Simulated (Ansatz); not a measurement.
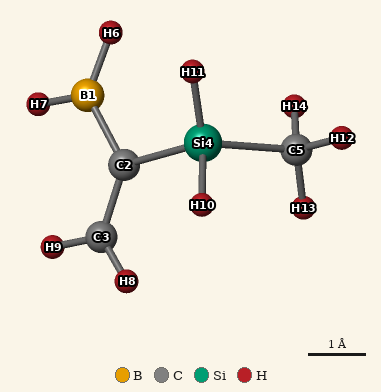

This is the input geometry for a relaxation of C3H9BSi. A ball-and-stick model, seen at a tilt.

The run prepares an end point of a later path (hydrogen shift) calculation, from a guessed geometry.

The calculation used Ansatz, RKS PBE/cc-pVDZ.

The input:
```yaml
crystal:
  periodic: [false, false, false]
  atoms:
    - { symbol: B, position_ang: [0.3447, 1.4518, 1.4384] }
    - { symbol: C, position_ang: [-0.1452, 0.0697, 0.9354] }
    - { symbol: C, position_ang: [-1.2334, -0.5406, 1.4596] }
    - { symbol: Si, position_ang: [0.8561, -0.7011, -0.4644] }
    - { symbol: C, position_ang: [0.0193, -0.1901, -2.0966] }
    - { symbol: H, position_ang: [1.215, 2.0599, 0.9228] }
    - { symbol: H, position_ang: [-0.262, 2.0396, 2.3036] }
    - { symbol: H, position_ang: [-1.4797, -1.5, 1.1093] }
    - { symbol: H, position_ang: [-1.7645, -0.0673, 2.321] }
    - { symbol: H, position_ang: [0.7145, -2.1745, -0.319] }
    - { symbol: H, position_ang: [2.1797, -0.2882, -0.4035] }
    - { symbol: H, position_ang: [0.5885, -0.644, -2.9021] }
    - { symbol: H, position_ang: [-1.0931, -0.4773, -2.1234] }
    - { symbol: H, position_ang: [0.047, 0.933, -2.1522] }
basis:
  gaussian: { orbitals: cc-pVDZ }
hamiltonian:
  xc: pbe
relax:
  f_tol: 0.02
  max_steps: 50
output:
  orbitals: {}
```

Run as
```bash
ansatz run input.yaml --threads 2 --pin off --max-ram 3072MiB --backend cpu --events-out ev --progress --plain --runs-dir out
```

> What does the optimiser find from here?

The largest move after the best rigid fit is that of H8, 0.61 Å. Largest moves by element: H 0.61 Å, C 0.39 Å, B 0.34 Å, Si 0.23 Å. Among the contacts that change: Si4–H11 1.388 → 1.514 Å, C3–H8 1.051 → 1.106 Å, C5–H13 1.149 → 1.109 Å, B1–H6 1.180 → 1.218 Å. Bond angles that change, for instance: H8–C3–H9 122.2° → 116.1°, B1–C2–Si4 115.9° → 121.4°, C2–C3–H8 118.1° → 123.1°. Groups turn about C2–Si4 by about 30°. Over 9 accepted moves (10 points after the start) the energy falls by 10.5 kcal/mol. The largest force component goes from 3.1 to 0.019 eV/Å. The line search rejected the trial step at point 9 of the run.

The structure at the end:

```xyz
14

B     0.0788    1.5461    1.2550
C    -0.1727    0.0439    0.9574
C    -1.0328   -0.6284    1.7770
Si    0.6680   -0.8316   -0.5075
C     0.1902   -0.0244   -2.1588
H     0.8130    2.2265    0.5612
H    -0.4755    2.0659    2.2087
H    -1.2795   -1.6986    1.6451
H    -1.5278   -0.1161    2.6228
H     0.2706   -2.2941   -0.5025
H     2.1693   -0.7486   -0.3304
H     0.7233   -0.5135   -2.9992
H    -0.9006   -0.1071   -2.3421
H     0.4625    1.0509   -2.1580
```

After the run, drawn alike:

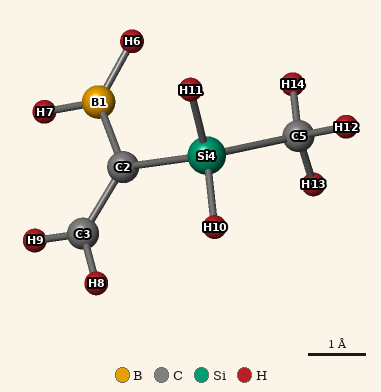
